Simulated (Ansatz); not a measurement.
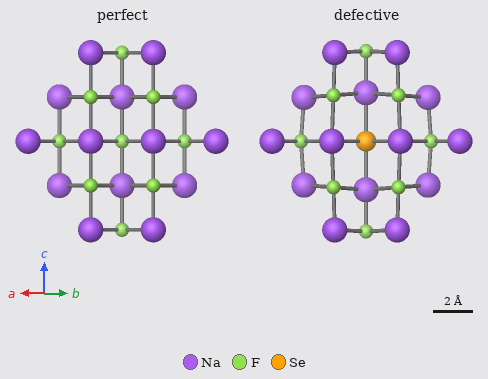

Left: perfect NaF. Right: the same region with one point defect, after relaxing the atoms in a supercell of 54 sites. A ball-and-stick model of the atoms within 5.4 Å of one point, in a slice 3.4 Å thick across the line of sight, seen along [110].

Theory: Ansatz 0.2.0, DFT, PBE, plane-wave PAW, default files, scalar-relativistic. Settings: plane-wave cutoff 420 eV; k-point mesh 3 × 3 × 3; occupations fermi dirac; smearing width 0.01 eV; no spin polarisation. A uniform background neutralises the charged cell. The axes drawn are those of the host's conventional cell.

> Which defect is it?

A fluorine atom is replaced by selenium.

The charge state of the cell is −1.

> How does the lattice respond?

In the host the F atom has 6 Na at 2.29 Å; the Se atom ends with 6 Na at 2.50 Å. Of the host's atoms, a sodium atom moves furthest from its site, by 0.22 Å. Relaxing the atoms from the host's sites lowers the energy by 2.08 eV.

Limits of the set-up: the cell is charged, on a uniform background, and energies carry no finite-size correction.
